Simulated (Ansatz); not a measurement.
A series of calculations on C$_{2}$H$_{6}$FPS

**1. Relaxation**

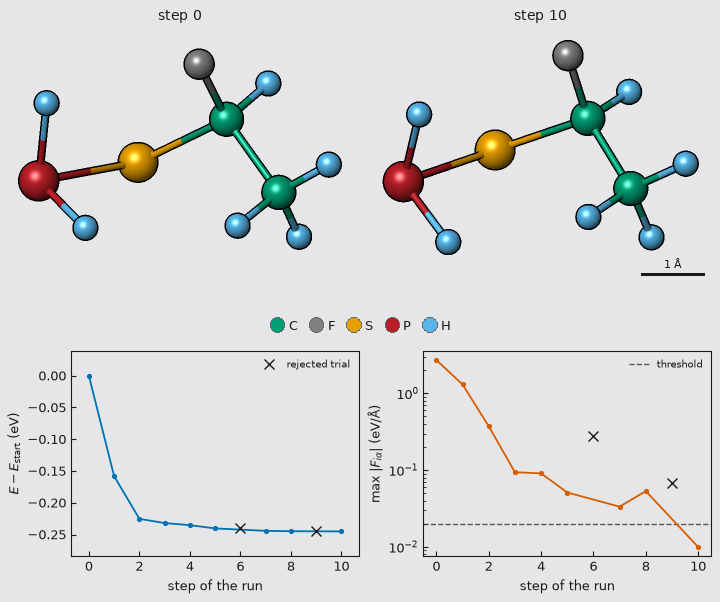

First and last geometry of a relaxation of C2H6FPS, with the history of the run. Style: ball-and-stick. Shown at a tilt.

The run prepares an end point of a later path (hydrogen shift) calculation, from a guessed geometry.

Theory: RKS PBE0/def2-SVP in Ansatz 0.2.0. Settings: no spin polarisation; force threshold 0.02 eV/Å; at most 50 steps.

### Read the history and describe the run.

It converged. After 8 accepted moves (10 points after the start) the energy has fallen by 0.245 eV. Largest force component: 2.7 eV/Å at the start, 0.01 eV/Å at the end. The line search rejected the trial steps at points 6, 9 of the run. An H atom moves most after the best rigid fit: 0.33 Å. Largest moves by element: H 0.33 Å, F 0.24 Å, S 0.21 Å, C 0.15 Å, P 0.08 Å. Some distances before and after: C–C 1.578 → 1.506 Å, C–H 1.044 → 1.101 Å, H–P 1.396 → 1.431 Å, C–H 1.138 → 1.105 Å. Bond angles that change, for instance: S–C–H 107.7° → 102.5°, C–C–S 110.3° → 114.8°, S–P–H 96.5° → 100.8°. The run took 14 s on 2 threads of AMD EPYC 9R45 96-Core Processor (Zen 5), with other jobs on the host, peak memory 0.26 GiB.

```json
{"step": "0", "E − E(0), eV": "0.0000", "largest force component, eV/Å": "2.7142", "note": ""}
{"step": "1", "E − E(0), eV": "-0.1581", "largest force component, eV/Å": "1.3073", "note": ""}
{"step": "2", "E − E(0), eV": "-0.2253", "largest force component, eV/Å": "0.3727", "note": ""}
{"step": "3", "E − E(0), eV": "-0.2320", "largest force component, eV/Å": "0.0939", "note": ""}
{"step": "4", "E − E(0), eV": "-0.2353", "largest force component, eV/Å": "0.0907", "note": ""}
{"step": "5", "E − E(0), eV": "-0.2404", "largest force component, eV/Å": "0.0511", "note": ""}
{"step": "6", "E − E(0), eV": "-0.2404", "largest force component, eV/Å": "0.2775", "note": "rejected"}
{"step": "7", "E − E(0), eV": "-0.2442", "largest force component, eV/Å": "0.0334", "note": ""}
{"step": "8", "E − E(0), eV": "-0.2448", "largest force component, eV/Å": "0.0532", "note": ""}
{"step": "9", "E − E(0), eV": "-0.2448", "largest force component, eV/Å": "0.0670", "note": "rejected"}
{"step": "10", "E − E(0), eV": "-0.2451", "largest force component, eV/Å": "0.0100", "note": ""}
```

**2. Relaxation**

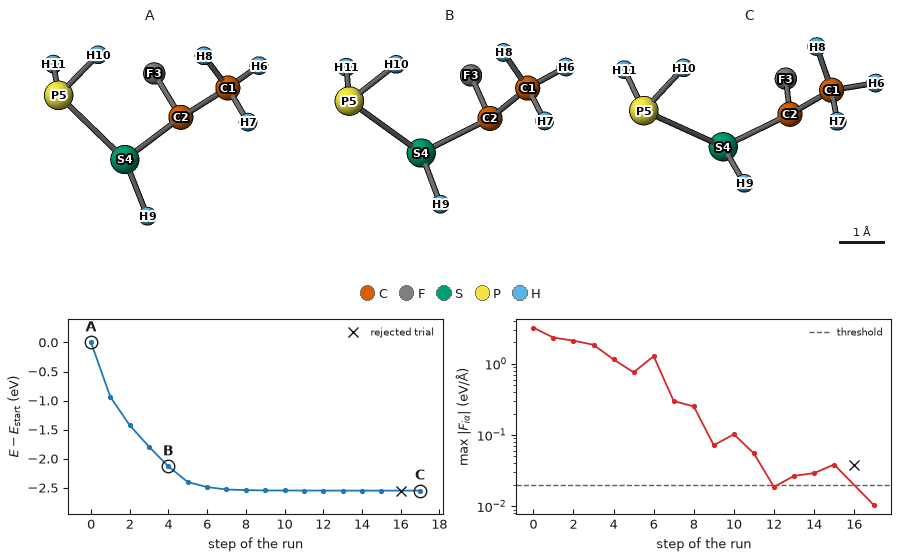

Frames of a relaxation of C2H6FPS, marked on the history of the run. A ball-and-stick model, seen face on.

The run prepares an end point of a later path (hydrogen shift) calculation, from a guessed geometry.

Method: RKS PBE0/def2-SVP in Ansatz. Set-up: no spin polarisation; force threshold 0.02 eV/Å; at most 50 steps.

Describe the path.

Answer. H9 moves most after the best rigid fit: 0.86 Å. Largest moves by element: H 0.86 Å, F 0.84 Å, S 0.76 Å, P 0.54 Å, C 0.25 Å. Among the contacts that change: S4–P5 2.150 → 2.498 Å, C2–S4 1.839 → 1.705 Å, C1–C2 1.578 → 1.486 Å, C1–H6 1.044 → 1.101 Å. Bond angles that change, for instance: P5–S4–H9 154.9° → 90.2°, C2–S4–P5 105.8° → 128.6°, C1–C2–S4 110.3° → 123.6°. After 16 accepted moves (17 points after the start) the energy has fallen by 2.549 eV. Largest force component: 3.2 eV/Å at the start, 0.01 eV/Å at the end. The line search rejected the trial step at point 16 of the run. The forces were under the threshold at step 12, but the run went on from there. The run took 21 s on 2 threads of AMD EPYC 9R45 96-Core Processor (Zen 5), with other jobs on the host, peak memory 0.27 GiB. From step 0 to 4: S4 moves most (0.55 Å), energy −2.132 eV. From step 4 to 17: H11 moves most (0.57 Å), energy −0.416 eV.

```
step  E − E(0), eV  largest force component, eV/Å      note
   0        0.0000                         3.2128          
   1       -0.9386                         2.3277          
   2       -1.4251                         2.1071          
   3       -1.7948                         1.8461          
   4       -2.1324                         1.1490          
   5       -2.4012                         0.7579          
   6       -2.4878                         1.2801          
   7       -2.5291                         0.2993          
   8       -2.5398                         0.2520          
   9       -2.5458                         0.0718          
  10       -2.5464                         0.1024          
  11       -2.5476                         0.0551          
  12       -2.5479                         0.0187          
  13       -2.5482                         0.0267          
  14       -2.5484                         0.0292          
  15       -2.5485                         0.0385          
  16       -2.5485                         0.0379  rejected
  17       -2.5486                         0.0103
```

**3. Path**

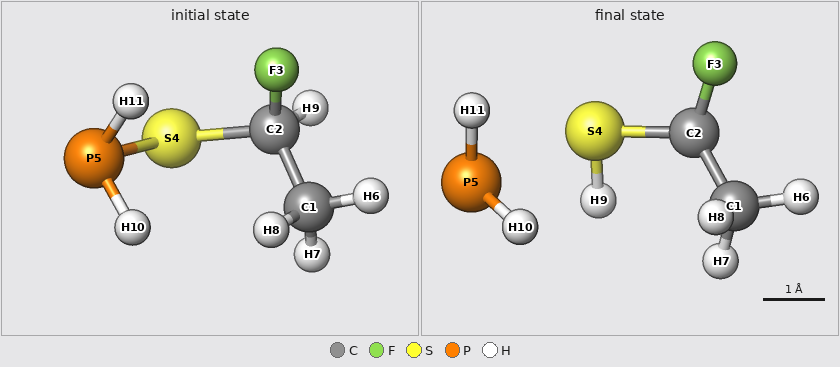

The two relaxed end points of a path for C2H6FPS. The picture is a ball-and-stick view, seen at a tilt.

The calculation used Ansatz 0.2.0, RKS PBE0/def2-SVP.

Run with 7 movable images; climbing image; force threshold 0.03 eV/Å; iteration limit 60.

Start:
```xyz
11

C     0.8278   -0.9084    0.4620
C    -0.2251    0.0410    0.9701
F    -1.4661   -0.4858    0.7358
S    -0.1133    1.7444    0.3011
P    -0.6486    1.5776   -1.7443
H     0.6860   -1.8965    0.9258
H     1.8318   -0.5384    0.7106
H     0.7544   -1.0288   -0.6287
H    -0.1215    0.2047    2.0575
H     0.2717    0.5720   -2.1801
H    -1.7320    0.6611   -1.5892
```

End:
```xyz
11

C     0.8446   -1.2310    0.6760
C    -0.3820   -0.4906    1.0701
F    -1.4845   -1.2694    1.0426
S    -0.7217    1.1039    0.5711
P    -0.5637    2.0890   -1.7193
H     0.9581   -2.1083    1.3320
H     1.7426   -0.6056    0.7815
H     0.7994   -1.6034   -0.3667
H     0.4852    1.6162    0.8805
H     0.1959    0.9717   -2.1942
H    -1.8085    1.4705   -2.0528
```

**Predict the minimum-energy path and its barrier.**

The energy climbs by 85.4 kcal/mol to image 5 and then falls by 19.2 kcal/mol, so the end point sits at +66.1 kcal/mol. A hydrogen atom shifts from one atom to another. Breaking: C2–H9 (1.10 → 1.74 at the top → 2.29 Å). Forming: S4–H9 (2.34 → 1.42 at the top → 1.35 Å). The band converged in 15 iterations, with a climbing image at the top.

Energies of the converged images:

| image | path (Å) | E (kcal/mol) |
| --- | --- | --- |
| 0 | 0.00 | 0.0 |
| 1 | 0.47 | 0.8 |
| 2 | 0.95 | 3.8 |
| 3 | 1.42 | 15.2 |
| 4 | 1.89 | 57.5 |
| 5 | 2.36 | 85.4 |
| 6 | 2.79 | 75.5 |
| 7 | 3.21 | 67.5 |
| 8 | 3.63 | 66.1 |

The geometry at the top of the path:

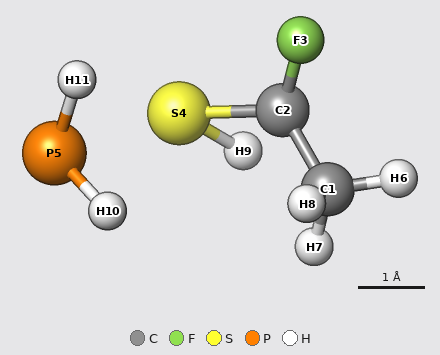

Cost: 110 s on 2 threads of AMD EPYC 9R45 96-Core Processor (Zen 5), with other jobs on the host, peak memory 0.28 GiB.
